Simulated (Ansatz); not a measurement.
NaTiPt2

Input

```
crystal:
  lattice:
    - [3.0214575082, 0.0, 0.0]
    - [0.0, 3.0214575082, 0.0]
    - [0.0, 0.0, 7.6115263508]
  atoms:
    - { symbol: Na, position: [0.5, 0.5, 0.0] }
    - { symbol: Ti, position: [0.5, 0.5, 0.5] }
    - { symbol: Pt, position: [0.0, 0.0, 0.7010461369] }
    - { symbol: Pt, position: [0.0, 0.0, 0.2989538631] }
basis:
  ecutwfc: 420
kpoints:
  mp_grid: { grid: [16, 16, 6] }
hamiltonian:
  xc: pbe
scf:
  occupations: { method: gaussian, width: 0.1 }
output:
  forces: true
  stress: true
  eigenvalues: true
  write_density: true
  write_potential: true
  elf: true
  volumetric_format: npy
relax:
  adjacent_minimum: "off"
  f_tol: 0.01
  max_steps: 30
  cell: { stress_tol: 0.1, fix: [volume] }
```

Run with:

```sh
ansatz run input.yaml --threads 1 --pin off --max-ram 3072MiB --backend cpu --events-out ev --progress --plain --runs-dir out
```

Below, planes, directions and counts refer to the conventional cell (a = 3.02 Å, b = 3.02 Å, c = 7.64 Å, α = 90.00°, β = 90.00°, γ = 90.00°).

The fields are those of the run's last geometry, not of the input's.

Space group P4/mmm; a structure generated by program, which may or may not match a known phase; changed on purpose from its base cell (volume × 0.97, shape and atoms relaxed); computed pressure about 2 GPa in this cell; computed without spin polarisation.

The calculation used Ansatz 0.2.0, DFT PBE, scalar-relativistic, plane waves, PAW.

Predict the valence pseudo-density and electron localisation function between the atoms.

Ti–Pt (2.65 Å): ρ is about 0.39 e/Å³ halfway, with its minimum of 0.35 e/Å³ about 1.2 Å from Ti; the ELF is about 0.35 at the midpoint.
Na–Pt (3.10 Å): ρ is about 0.13 e/Å³ halfway, with its minimum of 0.08 e/Å³ about 1.2 Å from Na; the ELF is about 0.25 at the midpoint: no shared electron pair shows on this line.

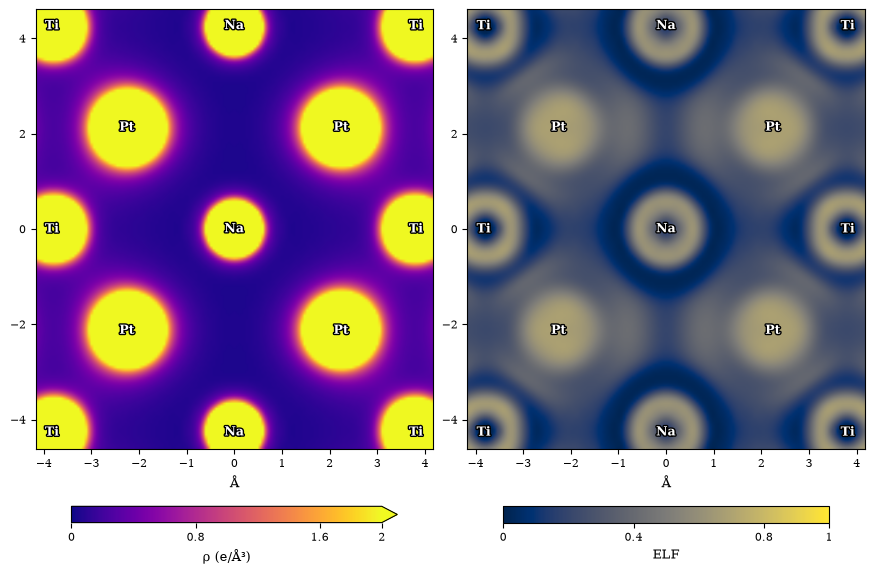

Computed valence pseudo-density and electron localisation function on the (11̄0) plane of the conventional cell, in this order. 

Core electrons are frozen (PAW), and the valence fields are smoothed inside the atomic spheres.
